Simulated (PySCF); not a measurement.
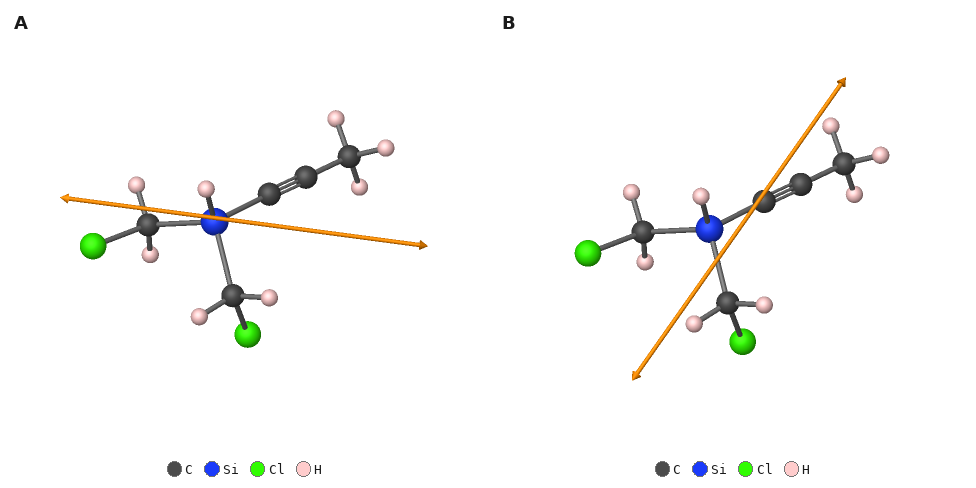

The double arrows show the directions of two transition dipoles from the ground state (lengths mean nothing). The geometry was computed by an optimisation with GFN2-xTB. No frequency run is at hand to confirm it as a minimum. Level of theory: TDDFT B3LYP/def2-SVPD, vertical, gas phase, core orbitals frozen in the response (PySCF 2.14.0).

One belongs to singlet state 4 and one to singlet state 5. Which is which?

A: state 5, 6.58 eV (188 nm), oscillator strength 0.041, of mixed character, with the largest part HOMO−3 → LUMO (weight 0.33).
B: state 4, 6.43 eV (193 nm), oscillator strength 0.046, of mixed character, with the largest part HOMO → LUMO+2 (weight 0.22).

The geometry is semi-empirical. Around Si such bond lengths and angles can be off by a tenth of an ångström or more and by several degrees, and values that hang on the shape move with them.
